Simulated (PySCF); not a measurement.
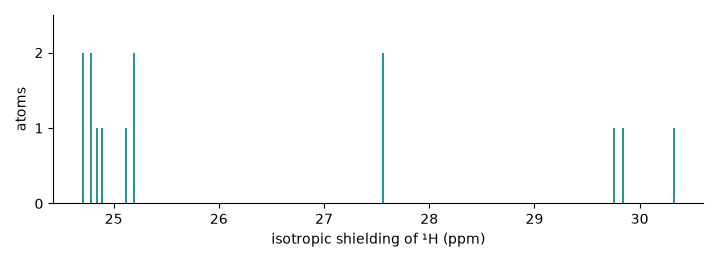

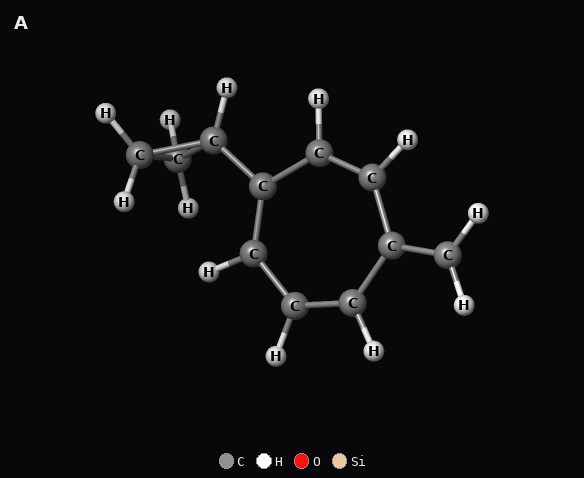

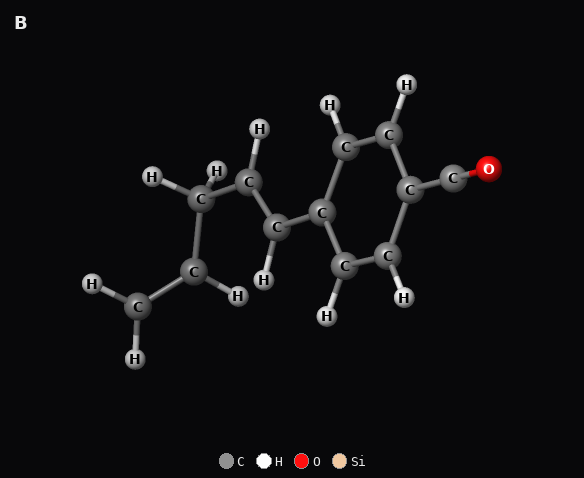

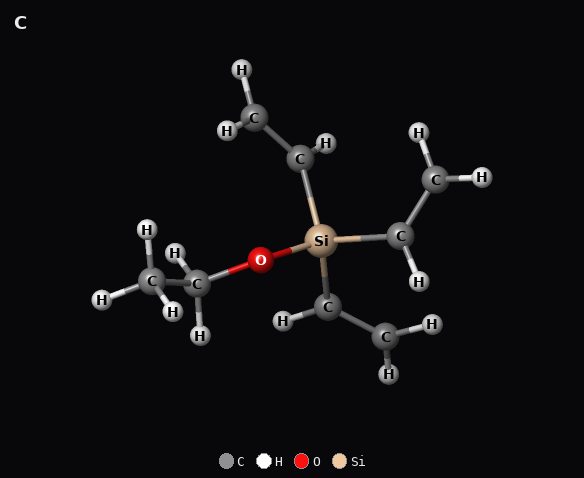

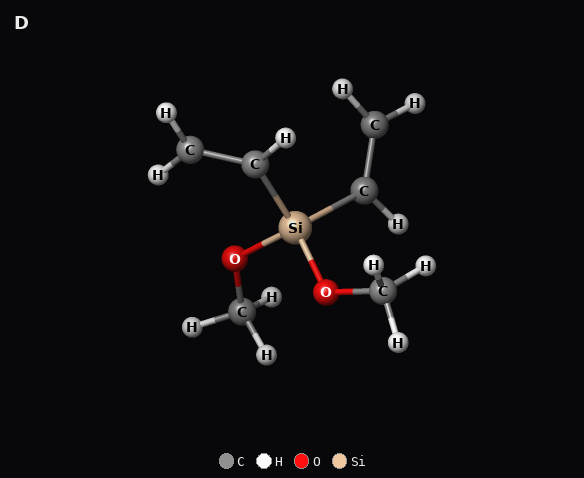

The sticks are computed shieldings of one of the molecules, for one fixed geometry (PBE0-D3(BJ)/def2-SVP) without averaging over rotations. Low shielding means a high chemical shift. Method: GIAO PBE0/pcSseg-1 NMR shielding, non-relativistic, gas phase (PySCF 2.14.0).

Which molecule gives this pattern?

C, `C=C[Si](C=C)(C=C)OCC`. Its 14 H atoms give lines at 24.71 (2 atoms), 24.78 (2 atoms), 24.84, 24.89, 25.11, 25.19 (2 atoms), 27.56 (2 atoms), 29.76, 29.85, 30.32 ppm.
